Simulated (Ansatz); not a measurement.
CH₄Cl₂Si

Input

```
crystal:
  periodic: [false, false, false]
  atoms:
    - { symbol: Si, position_ang: [0.0, 0.0, 0.0] }
    - { symbol: H, position_ang: [0.6625, 0.0, 1.522] }
    - { symbol: Cl, position_ang: [2.2646, 0.0, 0.5484] }
    - { symbol: C, position_ang: [-0.8808, 1.5259, -0.6227] }
    - { symbol: H, position_ang: [-1.9334, 1.2723, -0.8671] }
    - { symbol: H, position_ang: [-0.8624, 2.3106, 0.1622] }
    - { symbol: H, position_ang: [-0.3704, 1.9025, -1.5336] }
    - { symbol: Cl, position_ang: [-1.0032, -1.7381, -0.7093] }
basis:
  gaussian: { orbitals: "6-31G*" }
hamiltonian:
  xc: b3lyp
relax:
  f_tol: 0.15
  max_steps: 25
  restrain:
    - { distance: [1, 2], at: 2.57, k: 30.0 }
    - { distance: [0, 1], at: 1.46, k: 30.0 }
    - { distance: [0, 2], at: 2.13, k: 30.0 }
output:
  orbitals: {}
```

Command:

```sh
ansatz run input.yaml --threads 1 --pin off --max-ram 2048MiB --backend cpu --events-out ev --progress --plain --runs-dir out
```

The fields are those of the run's last geometry, not of the input's.

Not at a stationary point (largest force 1.0 eV/Å).

Theory: RKS B3LYP/6-31G* in Ansatz 0.2.0.

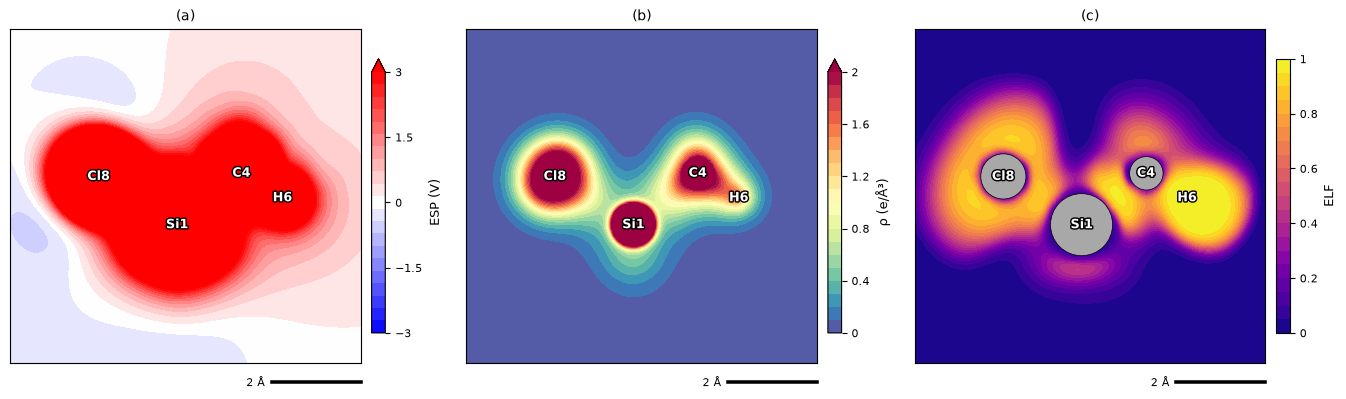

Figure 1. (a) electrostatic potential; (b) electron density; (c) electron localisation function on the plane of atoms C4, Si1 and Cl8. Grey discs cover the atomic cores in the ELF map.

> Describe what can be read from this map.

The section cuts through Si, C, H and Cl sites. C–Si (1.86 Å): ρ is about 0.99 e/Å³ halfway; the ELF peaks at about 0.95 between the atoms, as expected for localised, covalent bonding. Si–Cl (2.07 Å): ρ is about 0.87 e/Å³ halfway; the ELF peaks at about 0.90 between the atoms (a shared but strongly polarised pair). C–H (1.10 Å): the density is about 1.9 e/Å³ at the midpoint; the ELF climbs to about 1 towards the hydrogen, as it does in any bond to H: an ordinary covalent bond to hydrogen. The ELF also peaks beside Cl8, away from the bonds: lone-pair regions. Outside the dense part of the molecule the potential is most negative (−0.5 V) near Cl8.

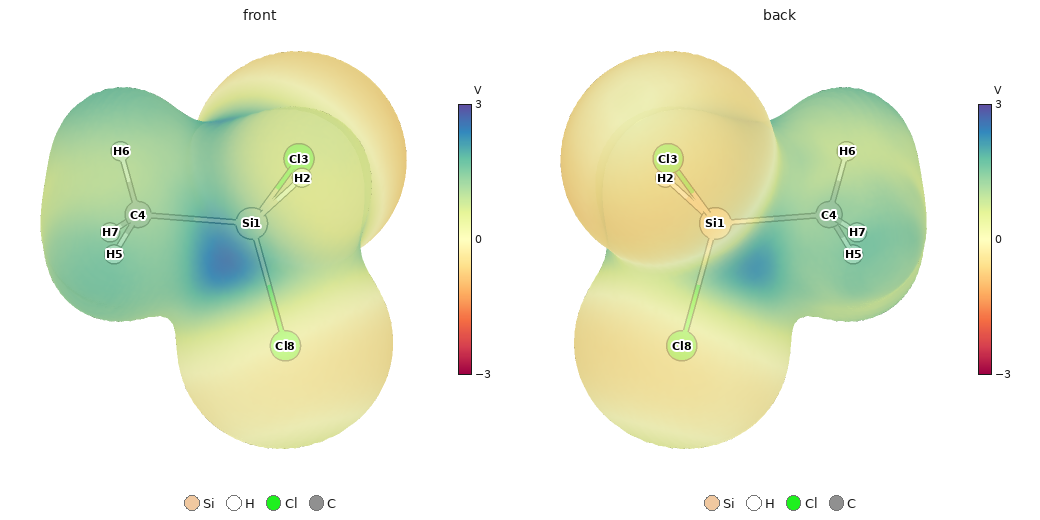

Figure 2. The electrostatic potential painted on the density surface at 0.004 e/bohr³, seen from the front and from behind; the colour scale runs from red (negative) to blue (positive).

> Which sites attract a positive test charge, and which a negative one?

A positive charge is drawn to the negative regions and a negative charge to the positive ones. The most negative region (about −0.7 V, or −16 kcal/mol for a unit charge) lies over Cl3, the most positive (about +2.4 V, or +55 kcal/mol for a unit charge) over Si1. Cl8 shows a σ-hole: about +0.4 V, or +9 kcal/mol for a unit charge at the tip opposite its bond, against about −0.2 V on its flanks.

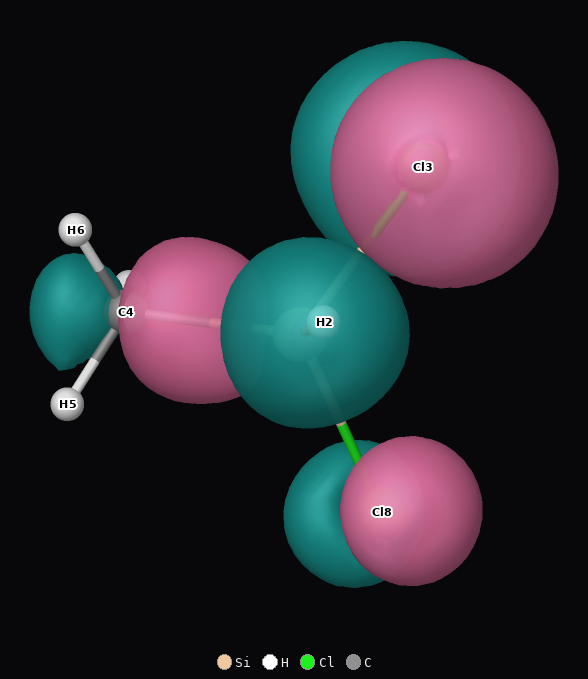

Figure 3. The HOMO at ±0.1 Å⁻³ᐟ² (teal and pink are the two phases), seen at a tilt.

> Describe this orbital and give its energy.

It lies mainly on Cl3 (about 60 %), Si1 (about 10 %), H2 (about 10 %), Cl8 (about 10 %) and C4 (about 5 %). Its energy is −8.40 eV.
